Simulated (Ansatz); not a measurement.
As2Se3 (space group C2/m)

```cif
data_As4Se6
_chemical_formula_sum 'As4 Se6'
_space_group_name_H-M_alt 'P 1'
_space_group_IT_number 1
_cell_length_a 6.92207
_cell_length_b 6.92207
_cell_length_c 9.26834
_cell_angle_alpha 95.282
_cell_angle_beta 95.282
_cell_angle_gamma 31.300
loop_
_space_group_symop_operation_xyz
  'x, y, z'
loop_
_atom_site_label
_atom_site_type_symbol
_atom_site_fract_x
_atom_site_fract_y
_atom_site_fract_z
_atom_site_occupancy
As1 As 0.38331 0.38331 0.55459 1
As2 As 0.61669 0.61669 0.44541 1
As3 As 0.79924 0.79924 0.86055 1
As4 As 0.20076 0.20076 0.13945 1
Se1 Se 0.96703 0.96703 0.70986 1
Se2 Se 0.03297 0.03297 0.29014 1
Se3 Se 0.22174 0.22174 0.66005 1
Se4 Se 0.77826 0.77826 0.33995 1
Se5 Se 0.62648 0.62648 0.96580 1
Se6 Se 0.37352 0.37352 0.03420 1
```

E(V) scan at fixed shape, V₀ the volume above. The atoms relax within the cell's symmetry.

These are PBEsol (plane waves to 420 eV, PAW, scalar-relativistic; Ansatz, a quantum-chemistry and plane-wave program) values and carry that method's errors. k mesh 9×9×4 (Γ-centred), Fermi-Dirac smearing 0.05 eV. E stands for the smeared free energy. With the shape held, the modulus is that of even scaling; a crystal free to change shape is softer. As2Se3 was relaxed with its symmetry unable to fall. This is one of several known forms of As2Se3; the measured ambient cells at hand have space group No. 14. The zero of ΔE is the relaxed starting cell.

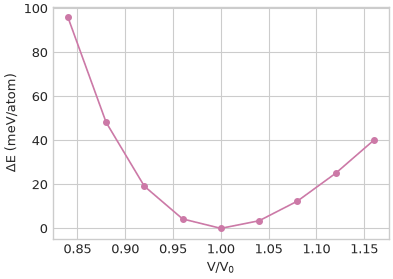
Figure: ΔE (meV/atom) against V/V₀; one marker a computed point.

Q: What is ΔE at V/V₀ = 0.840?

A: About 96 meV/atom.

Q: What is ΔE at V/V₀ = 1.160?

A: About 40 meV/atom.

(Under strain, the slope of the energy per volume gives the stress and its curvature an elastic modulus.)
